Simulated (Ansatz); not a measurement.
**Profile along the Si–Si line in MoSi2 (MoSi2 type, space group I4/mmm)**

MoSi2 (MoSi2 type, space group I4/mmm)

```
MoSi2
1.0
   -1.60846     1.60846     3.93652
    1.60846    -1.60846     3.93652
    1.60846     1.60846    -3.93652
Mo Si
1 2
Direct
  0.00000   0.00000   0.00000
  0.33511   0.33511   0.00000
  0.66489   0.66489   0.00000
```

Fields along a shortest Si–Si line of a (100) plane (2.60 Å), from Si to Si, interpolated on the slice's grid (step about 0.2 Å). The numbers are results of PBE (plane waves to 420 eV, PAW, scalar-relativistic; Ansatz, a program for electronic structure), not measurements. k mesh 20×20×20. Near the nuclei the fields are pseudised (PAW); where an atom keeps semicore shells as valence, they peak there. MoSi2 is run without spin polarisation. MoSi2 was relaxed with its symmetry unable to fall.

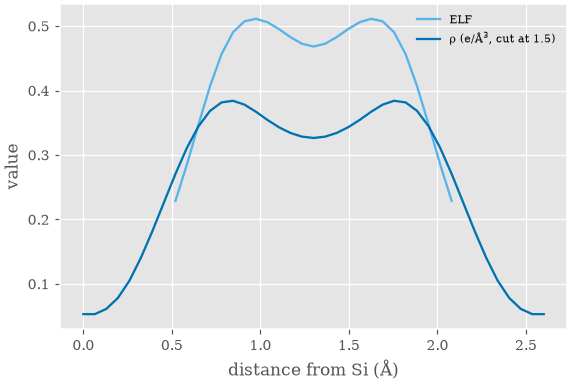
Fig. 1. ELF (away from the nuclei) and valence density from Si to Si.

Density on the Si–Si line (2.60 Å) at its midpoint: 0.33 e/Å³. ELF at that point: 0.47. ELF maximum in the middle third of the Si–Si line: 0.51, 1.0 Å from Si.
